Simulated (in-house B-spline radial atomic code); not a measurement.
Dy⁺ (Z = 66, 65 electrons); electrons: [Xe] 4f10 6s1 (high spin). All runs are scalar-relativistic, spin-polarised and spherical, computed with an in-house B-spline radial code (spin-free X2C). Hartree-Fock is the average over the configuration. Wanted, and plotted below: the eigenvalue (eV) of the 4f down orbital by 5 methods.

The deepest is Hartree-Fock (−15.9) and the shallowest exchange-only LDA (−6.47), a spread of 9.48 eV. In order (eV): Hartree-Fock (−15.9), PW91 (−7.89), PBEsol (−7.85), SCAN (−7.02), exchange-only LDA (−6.47). On the whole, exact exchange removes self-interaction and deepens occupied levels.

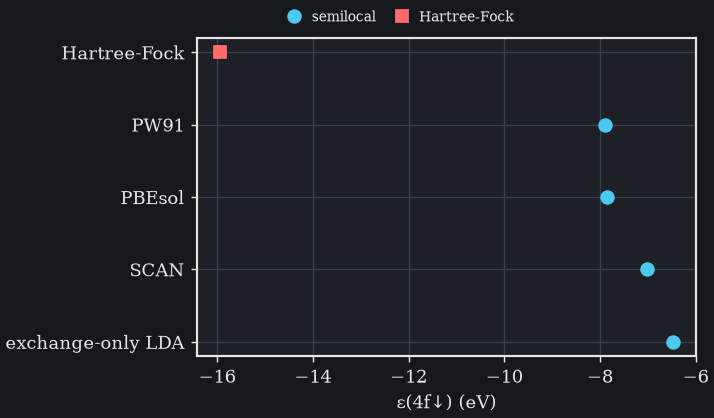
